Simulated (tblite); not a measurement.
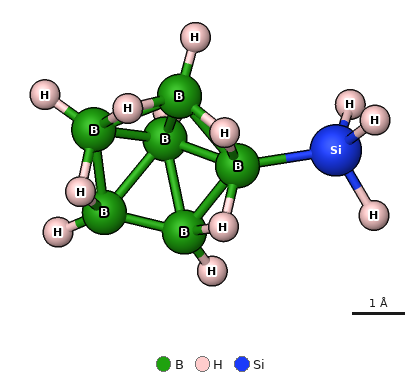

Figure 1. The structure as given in the input (ball-and-stick view, seen at a tilt). Bond lengths as drawn: B–B 1.60 to 1.88 Å, B–H 1.16 to 1.43 Å, B–Si 1.97 Å and H–Si 1.47 to 1.49 Å.

# Geometry relaxation, with input and output: B6SiH12

System: B6SiH12 (nido-B6H10 (SiH3 for H, site a on B)).
Method: GFN2-xTB geometry optimisation, gas phase (tblite 0.8.0).

### The program's output
```
step      E/eV     max force
  0    -412.36758    0.355
  1    -412.37373    0.142
  2    -412.37587    0.075
  3    -412.37644    0.068
  4    -412.37692    0.046
  5    -412.37709    0.027
  6    -412.37722    0.028
  7    -412.37729    0.020
  8    -412.37733    0.014
  9    -412.37736    0.011
 10    -412.37737    0.010
 11    -412.37739    0.011
 12    -412.37741    0.008
 13    -412.37742    0.008
 14    -412.37742    0.007
 15    -412.37743    0.008
 16    -412.37744    0.008
 17    -412.37744    0.008
 18    -412.37745    0.007
 19    -412.37746    0.006
 20    -412.37746    0.006
 21    -412.37747    0.005
 22    -412.37747    0.005
 23    -412.37748    0.005
 24    -412.37748    0.006
 25    -412.37748    0.004
 26    -412.37749    0.004
 27    -412.37749    0.003
 28    -412.37749    0.004
 29    -412.37749    0.004
 30    -412.37750    0.005
 31    -412.37750    0.005
 32    -412.37750    0.005
 33    -412.37751    0.004
 34    -412.37751    0.004
 35    -412.37751    0.004
 36    -412.37751    0.005
 37    -412.37752    0.005
 38    -412.37752    0.004
 39    -412.37752    0.005
 40    -412.37753    0.006
 41    -412.37753    0.006
 42    -412.37754    0.006
 43    -412.37754    0.006
 44    -412.37755    0.005
 45    -412.37756    0.006
 46    -412.37756    0.007
 47    -412.37757    0.006
 48    -412.37758    0.009
 49    -412.37759    0.008
 50    -412.37760    0.007
 51    -412.37760    0.007
 52    -412.37761    0.006
 53    -412.37761    0.006
 54    -412.37762    0.005
 55    -412.37762    0.005
 56    -412.37763    0.006
 57    -412.37764    0.006
 58    -412.37764    0.007
 59    -412.37765    0.005
 60    -412.37766    0.007
 61    -412.37767    0.010
 62    -412.37769    0.015
 63    -412.37771    0.014
 64    -412.37772    0.012
 65    -412.37774    0.017
 66    -412.37777    0.020
 67    -412.37782    0.025
 68    -412.37788    0.027
 69    -412.37795    0.021
 70    -412.37803    0.023
 71    -412.37807    0.047
 72    -412.37821    0.076
 73    -412.37838    0.054
 74    -412.37859    0.075
 75    -412.37857    0.080
 76    -412.37890    0.017
 77    -412.37902    0.029
 78    -412.37914    0.037
 79    -412.37942    0.042
 80    -412.37964    0.028
 81    -412.37981    0.043
 82    -412.38004    0.035
 83    -412.38031    0.038
 84    -412.38065    0.033
 85    -412.38084    0.042
 86    -412.38113    0.042
 87    -412.38133    0.036
 88    -412.38154    0.029
 89    -412.38176    0.034
 90    -412.38194    0.024
 91    -412.38198    0.051
 92    -412.38221    0.025
 93    -412.38232    0.023
 94    -412.38260    0.026
 95    -412.38269    0.028
 96    -412.38292    0.027
 97    -412.38305    0.026
 98    -412.38316    0.027
 99    -412.38326    0.020
100    -412.38337    0.021
101    -412.38347    0.018
102    -412.38353    0.017
103    -412.38357    0.017
104    -412.38365    0.022
105    -412.38374    0.023
106    -412.38383    0.030
107    -412.38391    0.027
108    -412.38399    0.022
109    -412.38409    0.021
110    -412.38417    0.021
111    -412.38429    0.026
112    -412.38442    0.026
113    -412.38450    0.032
114    -412.38459    0.019
115    -412.38465    0.020
116    -412.38475    0.021
117    -412.38479    0.021
118    -412.38486    0.020
119    -412.38489    0.013
120    -412.38492    0.014
121    -412.38494    0.009
122    -412.38497    0.009
123    -412.38502    0.011
124    -412.38504    0.011
125    -412.38507    0.009
126    -412.38508    0.007
127    -412.38509    0.007
128    -412.38510    0.008
129    -412.38511    0.006
130    -412.38511    0.007
131    -412.38512    0.005
132    -412.38512    0.004
133    -412.38512    0.005
134    -412.38513    0.004
135    -412.38513    0.004
136    -412.38513    0.003
```

### Trajectory as extended XYZ (Å, eV, eV/Å), 12 frames, from step=0 to step=136
```
19
Properties=species:S:1:pos:R:3:forces:R:3 step=0 energy=-412.36758
B    -0.4606   -1.3811   -0.5508   -0.1470   0.0290   0.0680
B    -0.7424    0.1140    0.3686    0.0560   0.0290   0.2110
B     1.5375    0.3566   -1.3571   -0.3150  -0.1110   0.1200
B     0.5467    1.3368   -0.1596    0.0680  -0.0650   0.1830
B     0.9369   -0.3652    0.1261   -0.0550   0.1180  -0.2070
B     0.7910   -1.2361   -1.5291    0.0940   0.1590  -0.0050
H    -0.9573   -2.3519   -0.1090   -0.0060  -0.0540   0.0280
Si   -1.7127    0.2422    2.0782   -0.1210  -0.2000  -0.1560
H    -2.3949    1.5415    2.2526   -0.0440   0.0920   0.0200
H    -0.9133    0.0788    3.2970    0.0550  -0.0060   0.0580
H    -2.8193   -0.7452    2.2005    0.1260   0.1080  -0.0100
H     2.6152    0.6549   -1.6785    0.2410   0.0570  -0.0620
H     0.9558    2.1996    0.5364   -0.0160  -0.0550  -0.1070
H     1.6448   -0.7481    0.9786    0.0220  -0.0210   0.0970
H     1.4809   -2.0716   -1.9707    0.1010  -0.1490  -0.0870
H    -1.4156   -0.4149   -0.5937   -0.0350  -0.0090  -0.0610
H    -0.7283    1.3944   -0.1960   -0.0330  -0.0070  -0.0320
H     0.7936    1.5749   -1.3728    0.0070   0.0900  -0.0390
H     0.8323   -0.1702   -2.3281    0.0050  -0.0070  -0.0180
19
Properties=species:S:1:pos:R:3:forces:R:3 step=12 energy=-412.37741
B    -0.4703   -1.3770   -0.5499    0.0020  -0.0030   0.0020
B    -0.7365    0.1125    0.3804    0.0030   0.0060  -0.0010
B     1.5293    0.3582   -1.3584    0.0020   0.0020   0.0060
B     0.5490    1.3311   -0.1513    0.0060  -0.0020  -0.0020
B     0.9382   -0.3624    0.1202   -0.0020   0.0020   0.0020
B     0.7952   -1.2348   -1.5265   -0.0030  -0.0060   0.0020
H    -0.9573   -2.3542   -0.1045    0.0010   0.0020   0.0010
Si   -1.7181    0.2379    2.0763    0.0020   0.0080   0.0020
H    -2.3992    1.5452    2.2544    0.0010  -0.0080   0.0000
H    -0.9109    0.0788    3.2968   -0.0030   0.0020  -0.0050
H    -2.8154   -0.7426    2.2004   -0.0040  -0.0040   0.0020
H     2.6192    0.6569   -1.6779    0.0050   0.0030  -0.0030
H     0.9600    2.1998    0.5281   -0.0010  -0.0020   0.0000
H     1.6400   -0.7477    0.9828    0.0010  -0.0010  -0.0010
H     1.4826   -2.0794   -1.9760   -0.0020  -0.0010  -0.0020
H    -1.4134   -0.4173   -0.6031   -0.0010   0.0010  -0.0040
H    -0.7300    1.3885   -0.1971   -0.0010  -0.0010   0.0030
H     0.7941    1.5857   -1.3700   -0.0040   0.0020   0.0000
H     0.8335   -0.1699   -2.3321   -0.0010   0.0000  -0.0030
19
Properties=species:S:1:pos:R:3:forces:R:3 step=24 energy=-412.37748
B    -0.4700   -1.3759   -0.5490   -0.0010   0.0010   0.0010
B    -0.7368    0.1154    0.3790    0.0000   0.0020   0.0000
B     1.5315    0.3555   -1.3575    0.0000   0.0020  -0.0010
B     0.5525    1.3311   -0.1528   -0.0010   0.0020  -0.0020
B     0.9393   -0.3624    0.1199   -0.0040  -0.0010   0.0040
B     0.7953   -1.2360   -1.5262   -0.0010   0.0000  -0.0020
H    -0.9571   -2.3519   -0.1017   -0.0010  -0.0020   0.0000
Si   -1.7192    0.2380    2.0751    0.0000  -0.0040  -0.0010
H    -2.4029    1.5430    2.2550   -0.0030   0.0010  -0.0010
H    -0.9106    0.0808    3.2947    0.0010   0.0000   0.0020
H    -2.8150   -0.7445    2.2012    0.0030   0.0000  -0.0020
H     2.6199    0.6580   -1.6790    0.0000  -0.0010  -0.0010
H     0.9617    2.1991    0.5285    0.0010  -0.0010   0.0000
H     1.6399   -0.7484    0.9830    0.0000   0.0000   0.0020
H     1.4802   -2.0814   -1.9775    0.0020  -0.0010   0.0000
H    -1.4121   -0.4160   -0.6058    0.0000   0.0000   0.0010
H    -0.7298    1.3856   -0.1931    0.0020   0.0000   0.0010
H     0.7898    1.5895   -1.3697    0.0000   0.0010   0.0010
H     0.8338   -0.1704   -2.3315    0.0000   0.0000  -0.0010
19
Properties=species:S:1:pos:R:3:forces:R:3 step=37 energy=-412.37752
B    -0.4711   -1.3749   -0.5485    0.0010  -0.0010  -0.0020
B    -0.7364    0.1178    0.3784   -0.0020   0.0010   0.0020
B     1.5325    0.3532   -1.3569   -0.0010  -0.0010  -0.0020
B     0.5551    1.3326   -0.1548   -0.0020  -0.0020   0.0030
B     0.9390   -0.3620    0.1201   -0.0010   0.0000   0.0020
B     0.7943   -1.2366   -1.5258    0.0000   0.0000  -0.0020
H    -0.9589   -2.3507   -0.1009    0.0000   0.0030   0.0000
Si   -1.7187    0.2370    2.0745   -0.0010   0.0040   0.0030
H    -2.4088    1.5394    2.2527    0.0000  -0.0030   0.0000
H    -0.9101    0.0842    3.2947    0.0000   0.0010   0.0000
H    -2.8100   -0.7502    2.1996    0.0000  -0.0030   0.0010
H     2.6201    0.6560   -1.6800    0.0020   0.0010   0.0000
H     0.9659    2.1987    0.5281   -0.0010   0.0000   0.0000
H     1.6382   -0.7474    0.9845    0.0030  -0.0010   0.0010
H     1.4788   -2.0823   -1.9773   -0.0010  -0.0010   0.0000
H    -1.4125   -0.4143   -0.6053    0.0000   0.0020  -0.0010
H    -0.7284    1.3862   -0.1901    0.0010   0.0010  -0.0020
H     0.7881    1.5934   -1.3697    0.0010   0.0000  -0.0030
H     0.8331   -0.1709   -2.3310    0.0000   0.0000   0.0010
19
Properties=species:S:1:pos:R:3:forces:R:3 step=49 energy=-412.37759
B    -0.4742   -1.3704   -0.5480    0.0010  -0.0020  -0.0030
B    -0.7350    0.1229    0.3791   -0.0020  -0.0060   0.0020
B     1.5335    0.3510   -1.3573    0.0020   0.0020  -0.0020
B     0.5589    1.3338   -0.1549    0.0030  -0.0010   0.0030
B     0.9391   -0.3618    0.1203   -0.0020   0.0020   0.0020
B     0.7916   -1.2369   -1.5256   -0.0020  -0.0030   0.0010
H    -0.9658   -2.3439   -0.0996    0.0010   0.0020  -0.0010
Si   -1.7195    0.2353    2.0747   -0.0020  -0.0040  -0.0020
H    -2.4293    1.5273    2.2490   -0.0030   0.0000  -0.0010
H    -0.9101    0.0984    3.2963    0.0020   0.0020  -0.0020
H    -2.7946   -0.7700    2.2018    0.0040   0.0070   0.0010
H     2.6217    0.6512   -1.6806    0.0030   0.0010  -0.0010
H     0.9725    2.1992    0.5269    0.0020   0.0020   0.0010
H     1.6384   -0.7481    0.9844   -0.0010  -0.0020  -0.0010
H     1.4734   -2.0852   -1.9768   -0.0010   0.0020   0.0010
H    -1.4114   -0.4062   -0.6064   -0.0010  -0.0020   0.0010
H    -0.7242    1.3915   -0.1891   -0.0020   0.0000   0.0020
H     0.7925    1.5931   -1.3703   -0.0010  -0.0010  -0.0020
H     0.8327   -0.1721   -2.3313    0.0010   0.0020   0.0010
19
Properties=species:S:1:pos:R:3:forces:R:3 step=61 energy=-412.37767
B    -0.4778   -1.3667   -0.5498   -0.0050   0.0040   0.0030
B    -0.7345    0.1260    0.3801   -0.0010  -0.0090  -0.0040
B     1.5346    0.3509   -1.3578   -0.0010  -0.0010  -0.0010
B     0.5635    1.3335   -0.1523    0.0040  -0.0010  -0.0010
B     0.9387   -0.3629    0.1200   -0.0040   0.0020   0.0030
B     0.7887   -1.2359   -1.5259    0.0000   0.0030  -0.0030
H    -0.9720   -2.3388   -0.1017   -0.0010  -0.0040  -0.0010
Si   -1.7208    0.2340    2.0748    0.0060   0.0080  -0.0020
H    -2.4557    1.5134    2.2403    0.0030  -0.0010  -0.0020
H    -0.9055    0.1214    3.2953   -0.0040   0.0040  -0.0010
H    -2.7776   -0.7882    2.2097   -0.0010  -0.0040   0.0040
H     2.6240    0.6477   -1.6811   -0.0010   0.0010   0.0030
H     0.9813    2.1991    0.5267    0.0000  -0.0020   0.0040
H     1.6370   -0.7538    0.9828   -0.0010   0.0000   0.0000
H     1.4683   -2.0862   -1.9758    0.0040  -0.0020  -0.0050
H    -1.4132   -0.4002   -0.6068    0.0070   0.0030   0.0040
H    -0.7193    1.3966   -0.1843   -0.0050  -0.0010  -0.0010
H     0.7968    1.5899   -1.3699   -0.0010   0.0020   0.0020
H     0.8337   -0.1707   -2.3317    0.0000  -0.0030   0.0000
19
Properties=species:S:1:pos:R:3:forces:R:3 step=74 energy=-412.37859
B    -0.5017   -1.3516   -0.5748   -0.0100  -0.0020  -0.0210
B    -0.7332    0.1277    0.3825   -0.0030   0.0100   0.0020
B     1.5394    0.3455   -1.3512    0.0060  -0.0100   0.0130
B     0.5902    1.3214   -0.1263   -0.0120  -0.0040  -0.0060
B     0.9295   -0.3878    0.1146    0.0060   0.0140   0.0140
B     0.7714   -1.2293   -1.5450    0.0020  -0.0010   0.0140
H    -1.0229   -2.3201   -0.1491    0.0120   0.0060   0.0020
Si   -1.7239    0.2384    2.0750   -0.0240  -0.0130   0.0420
H    -2.6356    1.4146    2.1354    0.0330  -0.0560  -0.0040
H    -0.8899    0.3672    3.2855   -0.0360   0.0010  -0.0420
H    -2.6160   -0.9144    2.3278    0.0390   0.0640  -0.0090
H     2.6350    0.6328   -1.6626   -0.0030  -0.0100  -0.0080
H     1.0359    2.1657    0.5630   -0.0180  -0.0120  -0.0110
H     1.6194   -0.8053    0.9714    0.0100  -0.0020  -0.0010
H     1.4420   -2.0838   -2.0023   -0.0160   0.0040  -0.0020
H    -1.4158   -0.3602   -0.6191   -0.0050   0.0000   0.0100
H    -0.6891    1.4181   -0.1513    0.0050  -0.0090  -0.0030
H     0.8189    1.5867   -1.3457    0.0140   0.0080   0.0120
H     0.8367   -0.1565   -2.3352    0.0010   0.0130  -0.0030
19
Properties=species:S:1:pos:R:3:forces:R:3 step=86 energy=-412.38113
B    -0.5246   -1.3377   -0.5956    0.0050   0.0000  -0.0040
B    -0.7281    0.1286    0.3861   -0.0120   0.0080  -0.0190
B     1.5526    0.3334   -1.3395   -0.0040   0.0010   0.0070
B     0.6075    1.3119   -0.1095    0.0010  -0.0110   0.0130
B     0.9266   -0.4062    0.1126   -0.0040   0.0080  -0.0010
B     0.7519   -1.2187   -1.5607   -0.0040  -0.0130  -0.0030
H    -1.0553   -2.3084   -0.1865    0.0080   0.0130   0.0040
Si   -1.7187    0.2412    2.0767   -0.0090   0.0030  -0.0050
H    -2.7598    1.3023    2.0466    0.0010  -0.0110   0.0140
H    -0.9026    0.5730    3.2583   -0.0200  -0.0070  -0.0090
H    -2.4697   -0.9786    2.4286    0.0160   0.0200   0.0080
H     2.6515    0.6074   -1.6509   -0.0040  -0.0030   0.0080
H     1.0537    2.1368    0.6019   -0.0070  -0.0010  -0.0060
H     1.6111   -0.8460    0.9634   -0.0090   0.0010  -0.0050
H     1.4020   -2.0793   -2.0342    0.0050   0.0000  -0.0080
H    -1.4241   -0.3354   -0.6204    0.0070  -0.0220   0.0110
H    -0.6752    1.4165   -0.1373    0.0420   0.0060   0.0010
H     0.8510    1.6010   -1.3150   -0.0040   0.0040   0.0000
H     0.8405   -0.1327   -2.3322   -0.0080   0.0040  -0.0080
19
Properties=species:S:1:pos:R:3:forces:R:3 step=98 energy=-412.38316
B    -0.5425   -1.3251   -0.6132    0.0160  -0.0060   0.0020
B    -0.7291    0.1368    0.3824   -0.0080   0.0040   0.0000
B     1.5638    0.3178   -1.3277   -0.0080   0.0100  -0.0110
B     0.6346    1.3027   -0.0914    0.0060  -0.0090  -0.0090
B     0.9178   -0.4254    0.1090    0.0030   0.0020  -0.0040
B     0.7316   -1.2110   -1.5824   -0.0010   0.0150  -0.0110
H    -1.0770   -2.2948   -0.2080   -0.0090   0.0030  -0.0060
Si   -1.7227    0.2508    2.0712    0.0100  -0.0050   0.0250
H    -2.8913    1.1665    1.9835    0.0130  -0.0150   0.0020
H    -0.9457    0.7747    3.2102   -0.0150   0.0020  -0.0150
H    -2.3001   -1.0219    2.5394   -0.0010   0.0140  -0.0060
H     2.6680    0.5774   -1.6316   -0.0050  -0.0060  -0.0050
H     1.0830    2.1086    0.6406   -0.0010  -0.0130  -0.0060
H     1.5915   -0.8913    0.9540   -0.0060   0.0040   0.0050
H     1.3665   -2.0704   -2.0795   -0.0020   0.0050   0.0140
H    -1.4333   -0.3179   -0.6215    0.0080   0.0060  -0.0070
H    -0.6474    1.4212   -0.1260   -0.0010   0.0050   0.0060
H     0.8867    1.6175   -1.2852   -0.0080  -0.0070   0.0100
H     0.8359   -0.1069   -2.3313    0.0090  -0.0100   0.0160
19
Properties=species:S:1:pos:R:3:forces:R:3 step=111 energy=-412.38429
B    -0.5565   -1.3117   -0.6283    0.0020  -0.0060   0.0010
B    -0.7307    0.1438    0.3808    0.0230  -0.0090  -0.0010
B     1.5686    0.3114   -1.3237    0.0010  -0.0080   0.0040
B     0.6543    1.2921   -0.0762    0.0010  -0.0140   0.0130
B     0.9113   -0.4397    0.1060    0.0000   0.0050   0.0010
B     0.7198   -1.2038   -1.5945    0.0030   0.0050   0.0010
H    -1.1057   -2.2778   -0.2350   -0.0130   0.0000  -0.0020
Si   -1.7216    0.2507    2.0711   -0.0230   0.0120   0.0040
H    -2.9768    1.0387    1.9448    0.0140  -0.0110  -0.0050
H    -0.9954    0.9314    3.1596   -0.0030  -0.0130   0.0010
H    -2.1681   -1.0392    2.6243    0.0120   0.0110   0.0040
H     2.6757    0.5583   -1.6274   -0.0070   0.0060   0.0010
H     1.1158    2.0781    0.6684   -0.0020   0.0080  -0.0110
H     1.5736   -0.9217    0.9517    0.0000   0.0020  -0.0170
H     1.3471   -2.0652   -2.0971   -0.0050   0.0010   0.0050
H    -1.4320   -0.2904   -0.6321   -0.0080   0.0050  -0.0040
H    -0.6276    1.4311   -0.1039   -0.0120   0.0050   0.0020
H     0.9044    1.6177   -1.2655    0.0060   0.0100  -0.0040
H     0.8341   -0.0943   -2.3304    0.0120  -0.0070   0.0080
19
Properties=species:S:1:pos:R:3:forces:R:3 step=123 energy=-412.38502
B    -0.5744   -1.2976   -0.6408   -0.0020   0.0020  -0.0050
B    -0.7265    0.1492    0.3826   -0.0030  -0.0040   0.0080
B     1.5727    0.3064   -1.3201    0.0010   0.0000   0.0080
B     0.6690    1.2852   -0.0630    0.0090   0.0000  -0.0060
B     0.9069   -0.4502    0.1036    0.0070   0.0000  -0.0070
B     0.7080   -1.2001   -1.5996    0.0060   0.0060  -0.0040
H    -1.1435   -2.2574   -0.2602    0.0000  -0.0010   0.0040
Si   -1.7219    0.2501    2.0710   -0.0050  -0.0080  -0.0040
H    -3.0409    0.9165    1.9112    0.0070  -0.0030   0.0030
H    -1.0515    1.0462    3.1166   -0.0030   0.0020   0.0050
H    -2.0447   -1.0412    2.7005    0.0030   0.0090  -0.0040
H     2.6824    0.5463   -1.6206   -0.0040  -0.0030   0.0050
H     1.1408    2.0629    0.6839   -0.0030   0.0010  -0.0030
H     1.5655   -0.9490    0.9416   -0.0020   0.0020   0.0020
H     1.3265   -2.0662   -2.1045   -0.0020  -0.0030  -0.0010
H    -1.4296   -0.2623   -0.6417   -0.0070  -0.0020   0.0030
H    -0.6119    1.4415   -0.0868    0.0000   0.0050  -0.0020
H     0.9230    1.6173   -1.2522   -0.0020  -0.0070   0.0050
H     0.8402   -0.0885   -2.3291    0.0010   0.0020  -0.0050
19
Properties=species:S:1:pos:R:3:forces:R:3 step=136 energy=-412.38513
B    -0.5802   -1.2915   -0.6457    0.0000  -0.0010  -0.0010
B    -0.7257    0.1522    0.3833    0.0000   0.0000  -0.0010
B     1.5756    0.3033   -1.3176    0.0000   0.0000   0.0000
B     0.6750    1.2834   -0.0602   -0.0010   0.0000   0.0000
B     0.9049   -0.4536    0.1022    0.0010   0.0000   0.0000
B     0.7031   -1.1973   -1.6042    0.0000   0.0000   0.0010
H    -1.1521   -2.2503   -0.2663    0.0000   0.0000  -0.0010
Si   -1.7213    0.2497    2.0716    0.0010   0.0030  -0.0010
H    -3.0614    0.8687    1.9033    0.0000   0.0000   0.0010
H    -1.0779    1.0875    3.1021   -0.0010  -0.0010   0.0000
H    -1.9988   -1.0391    2.7255    0.0000  -0.0010   0.0000
H     2.6869    0.5383   -1.6148    0.0000   0.0000   0.0000
H     1.1494    2.0584    0.6878    0.0000   0.0000   0.0000
H     1.5601   -0.9575    0.9398    0.0000   0.0000   0.0010
H     1.3167   -2.0659   -2.1109   -0.0020   0.0010   0.0010
H    -1.4323   -0.2538   -0.6414    0.0010   0.0000   0.0010
H    -0.6055    1.4459   -0.0834   -0.0010   0.0000   0.0000
H     0.9303    1.6157   -1.2483    0.0000   0.0000  -0.0010
H     0.8432   -0.0848   -2.3304    0.0000   0.0000  -0.0010
```

This output came from the following input.

### Input
```
{"job": {"xc": "GFN2-xTB", "basis": "xTB", "kind": "relax"}, "charge": 0, "multiplicity": 1}
B     -0.460600    -1.381100    -0.550800
B     -0.742400     0.114000     0.368600
B      1.537500     0.356600    -1.357100
B      0.546700     1.336800    -0.159600
B      0.936900    -0.365200     0.126100
B      0.791000    -1.236100    -1.529100
H     -0.957300    -2.351900    -0.109000
Si    -1.712700     0.242200     2.078200
H     -2.394900     1.541500     2.252600
H     -0.913300     0.078800     3.297000
H     -2.819300    -0.745200     2.200500
H      2.615200     0.654900    -1.678500
H      0.955800     2.199600     0.536400
H      1.644800    -0.748100     0.978600
H      1.480900    -2.071600    -1.970700
H     -1.415600    -0.414900    -0.593700
H     -0.728300     1.394400    -0.196000
H      0.793600     1.574900    -1.372800
H      0.832300    -0.170200    -2.328100
```

The first line tells a small driver script what to run in tblite; the rest is the geometry in Å.

Run as:
```bash
OMP_NUM_THREADS=1 python <driver script> task.json out
```

### Key numbers

```json
{"quantity": "outcome", "value": "converged"}
{"quantity": "total energy", "value": "−412.3851 eV"}
{"quantity": "hardware", "value": "1 CPU thread, shared host"}
{"quantity": "wall time", "value": "1.3 s"}
{"quantity": "peak memory", "value": "0.17 GiB"}
```
